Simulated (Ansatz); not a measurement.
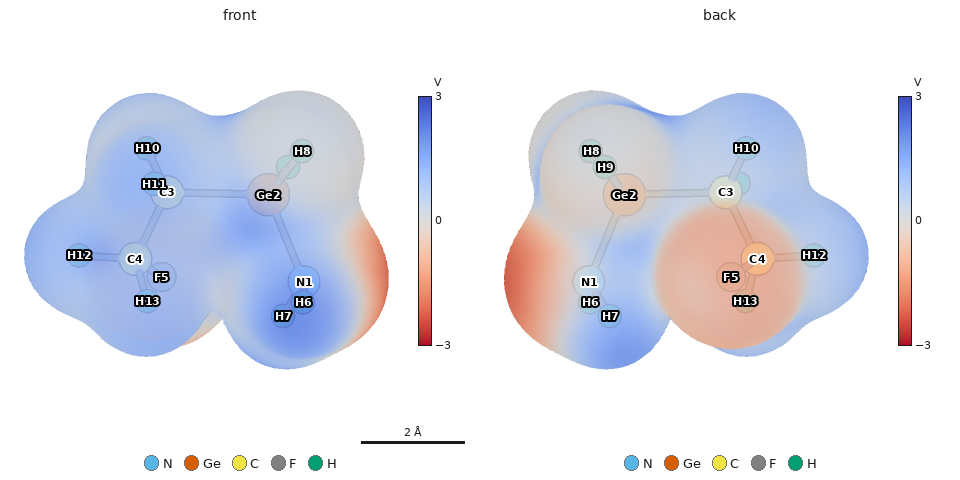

C2H8FGeN (SMILES [NH2][GeH2][CH2]CF). The electrostatic potential painted on the density surface at 0.004 e/bohr³, seen from the front and from behind; red is negative and blue positive.

The calculation used RKS PBE0-D4/def2-SVP (Ansatz).

Input file:

```
crystal:
  periodic: [false, false, false]
  atoms:
    - { symbol: "N", position_ang: [-2.0713, 0.0298, -0.5269] }
    - { symbol: Ge, position_ang: [-0.6287, -1.0421, -0.577] }
    - { symbol: C, position_ang: [0.6891, -0.3855, 0.6633] }
    - { symbol: C, position_ang: [1.2831, 1.0129, 0.2814] }
    - { symbol: F, position_ang: [1.8274, 0.9555, -0.9706] }
    - { symbol: H, position_ang: [-2.3681, 0.2274, 0.4652] }
    - { symbol: H, position_ang: [-1.7874, 1.0063, -0.9001] }
    - { symbol: H, position_ang: [-1.0072, -2.4559, -0.1718] }
    - { symbol: H, position_ang: [-0.0308, -1.0507, -1.9668] }
    - { symbol: H, position_ang: [1.58, -1.093, 0.712] }
    - { symbol: H, position_ang: [0.2653, -0.3505, 1.7142] }
    - { symbol: H, position_ang: [1.9602, 1.3702, 1.055] }
    - { symbol: H, position_ang: [0.3088, 1.7408, 0.2367] }
basis:
  gaussian: { orbitals: def2-SVP }
hamiltonian:
  xc: pbe0
  dispersion: d4
relax:
  f_tol: 0.015
  max_steps: 40
output:
  orbitals: {}
```

Launched as:

```sh
ansatz run input.yaml --threads 2 --pin off --max-ram 3072MiB --backend cpu --events-out ev --progress --plain --runs-dir out
```

The fields are those of the relaxed geometry.

Question: Describe the electrostatic potential map.

Answer: The most negative region (about −2.1 V) lies over N1, the most positive (about +2.0 V) over H6. N1 is the likeliest acceptor of a hydrogen bond.
